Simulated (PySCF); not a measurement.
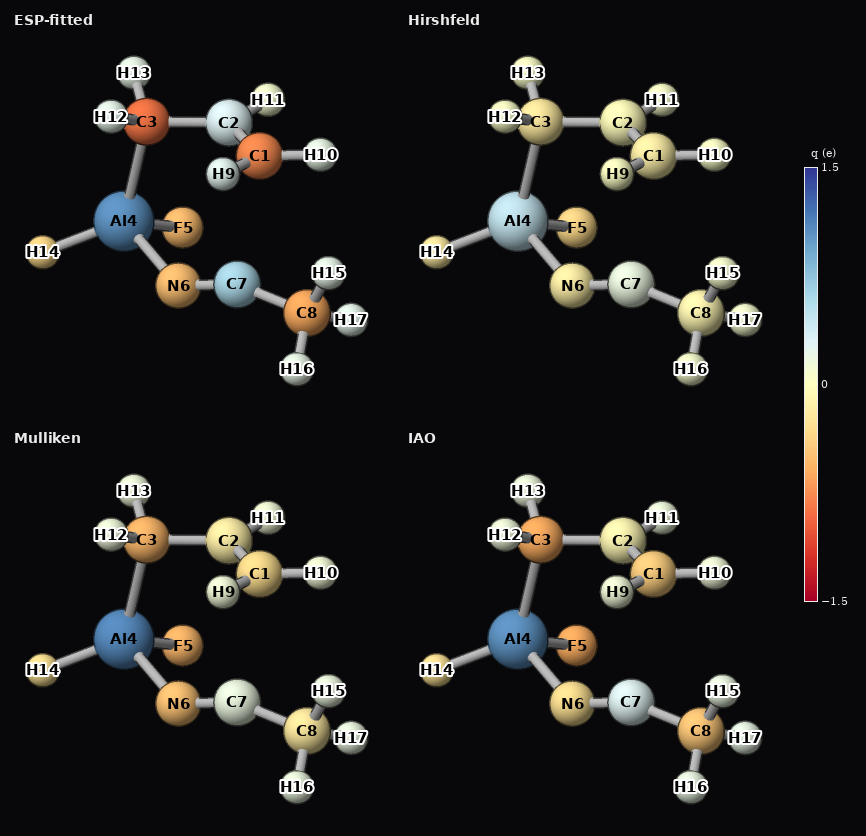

Atomic charges of one calculation by 4 schemes, on one colour scale. The computed structure is the end point of a GFN2-xTB optimisation. No frequency run is at hand to confirm it as a minimum. Method: PBE0/pcSseg-1 (PySCF 2.14.0).

Which scheme gives the most polar picture (largest mean size of the charges)?

Answer. The ESP-fitted charges are the largest in size here, and the Hirshfeld charges the smallest.

On which atom do the schemes disagree most?

Answer. On C3 (from −0.85 to −0.19 e).

List the charges (e), one line for each set of equivalent atoms.

| atom | ESP-fitted | Hirshfeld | Mulliken | IAO |
| --- | --- | --- | --- | --- |
| C1 | −0.75 | −0.13 | −0.29 | −0.39 |
| C2 | 0.28 | −0.02 | −0.15 | −0.06 |
| C3 | −0.85 | −0.19 | −0.54 | −0.59 |
| Al4 | 1.02 | 0.45 | 1.07 | 1.02 |
| F5 | −0.49 | −0.34 | −0.53 | −0.60 |
| N6 | −0.48 | −0.14 | −0.46 | −0.27 |
| C7 | 0.58 | 0.19 | 0.18 | 0.27 |
| C8 | −0.61 | −0.07 | −0.20 | −0.44 |
| H9 | 0.25 | 0.03 | 0.13 | 0.14 |
| H10 | 0.21 | 0.04 | 0.12 | 0.14 |
| H11 | 0.09 | 0.05 | 0.12 | 0.16 |
| H12 | 0.23 | 0.04 | 0.14 | 0.15 |
| H13 | 0.22 | 0.04 | 0.15 | 0.15 |
| H14 | −0.33 | −0.18 | −0.27 | −0.26 |
| H15 | 0.22 | 0.07 | 0.17 | 0.19 |
| H16 | 0.21 | 0.08 | 0.17 | 0.19 |
| H17 | 0.22 | 0.09 | 0.18 | 0.20 |

The geometry is semi-empirical. Around Al such bond lengths and angles can be off by a tenth of an ångström or more and by several degrees, and values that hang on the shape move with them.
